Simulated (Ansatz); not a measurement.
CHAlClNO

Input

```
crystal:
  periodic: [false, false, false]
  atoms:
    - {symbol: O, position_ang: [-0.593600, -1.778800, -2.271400]}
    - {symbol: C, position_ang: [-0.424200, -1.086600, -1.351600]}
    - {symbol: N, position_ang: [-0.264000, -0.376900, -0.401600]}
    - {symbol: Al, position_ang: [0.146900, 0.686500, 0.934400]}
    - {symbol: Cl, position_ang: [2.090200, 1.431800, 1.025300]}
    - {symbol: H, position_ang: [-0.913300, 1.060100, 2.018700]}
basis:
  gaussian:
    orbitals: def2-SVP
hamiltonian:
  xc: hf
accuracy: high
output: {forces: true, orbitals: {seedname: orbitals}}
```

Launched as:

```sh
ansatz run job.yaml --threads 1 --pin off --max-ram 2610MiB --events-out events.jsonl --progress --plain --runs-dir runs
```

Geometry: PBE0-D4/def2-TZVP.

These are results of isolated molecule in a Gaussian basis; Hartree-Fock (Ansatz), not measurements.

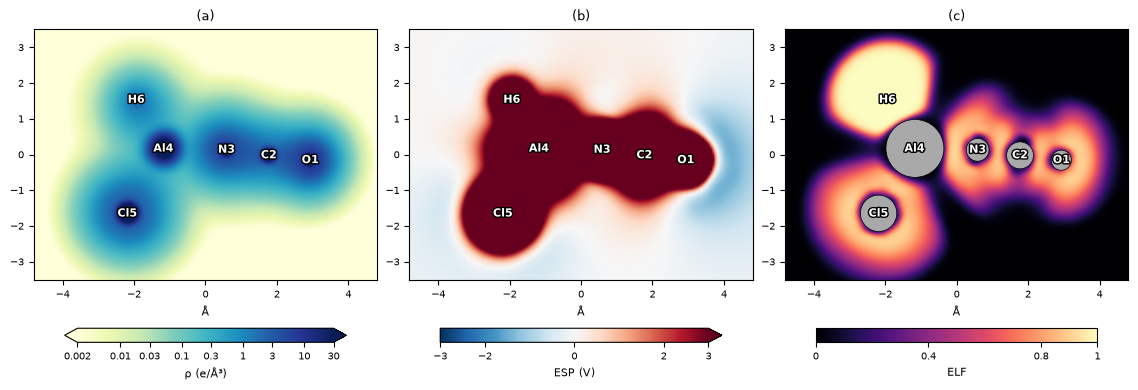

Figure 1. (a) total electron density; (b) molecular electrostatic potential; (c) electron localisation function on the molecular plane. Grey discs cover the atomic cores in the ELF map.

Describe what can be read from this map.

The plane passes through O, C, N, Al, Cl and H nuclei. C–O (1.16 Å): the density is about 3.7 e/Å³ at the midpoint; the ELF peaks at about 0.85 between the atoms (a short, multiple covalent bond). C–N (1.20 Å): ρ at the midpoint is about 3.1 e/Å³; the ELF peaks at about 0.85 between the atoms; a multiple bond. Al–N (1.76 Å): ρ is about 0.79 e/Å³ halfway; the ELF peaks at about 0.90 in the valence shell of N, 0.6 Å from its nucleus, and is about 0.55 at the midpoint. Al–Cl (2.08 Å): ρ at the midpoint is about 0.74 e/Å³; the ELF peaks at about 0.90 in the valence shell of Cl, 0.9 Å from its nucleus, and is about 0.80 at the midpoint. Al–H (1.56 Å): ρ at the midpoint is about 0.57 e/Å³; the ELF climbs to about 1 towards the hydrogen. The ELF also peaks beside Cl5, O1 and N3, away from the bonds: lone-pair regions. Outside the dense part of the molecule the potential is most negative (−1.5 V) near O1.

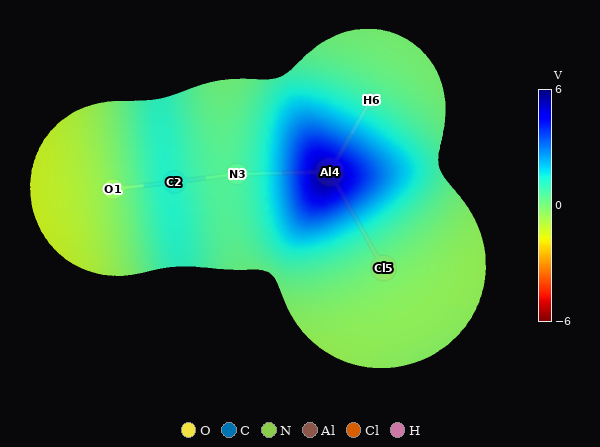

Figure 2. The electrostatic potential painted on the density surface at 0.002 e/bohr³, seen across its widest extent; red is negative and blue positive.

Describe the electrostatic potential map.

The most negative region (about −1.3 V) lies over O1, the most positive (about +5.2 V) over Al4. O1 is the likeliest acceptor of a hydrogen bond.

What dipole moment does the calculation give?

Its dipole moment is 1.79 D.

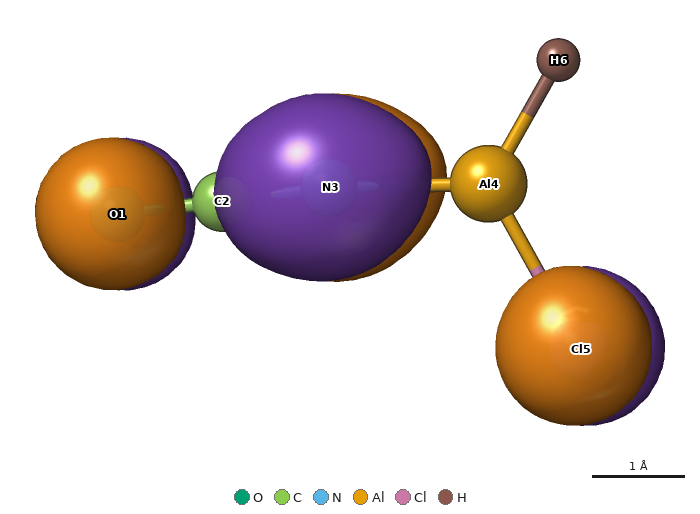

Figure 3. The HOMO−1 at ±0.1 Å⁻³ᐟ² (orange and purple are the two phases), seen across its widest extent.

Where does this orbital lie, and at what energy?

Its weight (Hirshfeld) is mainly on N3 (about 40 %), O1 (about 25 %), Cl5 (about 15 %) and C2 (about 10 %); it changes sign across the molecular plane (π type); π-antibonding (a node) across O1–C2. Its energy is −12.46 eV.
